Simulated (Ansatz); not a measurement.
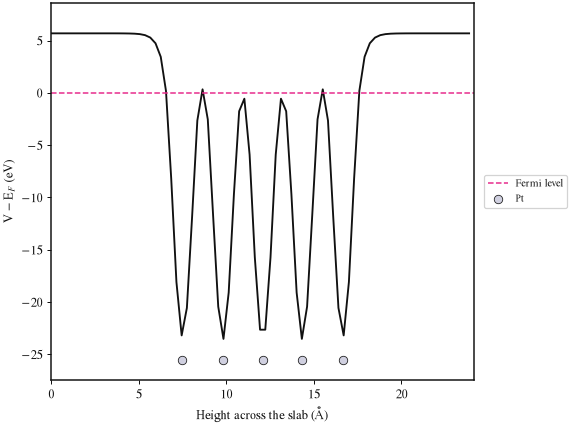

Plane-averaged electrostatic potential energy of an electron across the slab; circles at the bottom mark the heights of the atoms (positions after relaxation).

This input was run:

```
crystal:
  lattice:
    - [2.8073770645, 0.0, 0.0]
    - [-1.4036885323, 2.4312598559, 0.0]
    - [0.0, 0.0, 24.1688550982]
  atoms:
    - { symbol: Pt, position: [0.6666666667, 0.3333333333, 0.3103167266] }
    - { symbol: Pt, position: [0.3333333333, 0.6666666667, 0.4051583633] }
    - { symbol: Pt, position: [0.0, 0.0, 0.5] }
    - { symbol: Pt, position: [0.6666666667, 0.3333333333, 0.5948416367] }
    - { symbol: Pt, position: [0.3333333333, 0.6666666667, 0.6896832734] }
basis:
  ecutwfc: 420
kpoints:
  mp_grid: { grid: [12, 12, 1] }
hamiltonian:
  xc: pbe
scf:
  occupations: { method: gaussian, width: 0.1 }
output:
  forces: true
  eigenvalues: true
relax:
  adjacent_minimum: "off"
  f_tol: 0.02
  max_steps: 60
efield:
  axis: 3
  dipole_correction: true
  ramp_width: 0.04
```

Run as:
```bash
ansatz run input.yaml --threads 4 --pin off --max-ram 8192MiB --backend cpu --events-out ev --progress --plain --runs-dir out
```

### Read off the work function of each face.

The work function is 5.69 eV, the same on both faces. The two vacuum levels agree, so the slab has no net dipole along its normal.

### How thick are slab and vacuum?

The outermost atoms are 9.2 Å apart, which leaves 15.0 Å of vacuum in a cell 24.2 Å high.

Spin-orbit coupling is left out, which matters for Pt.
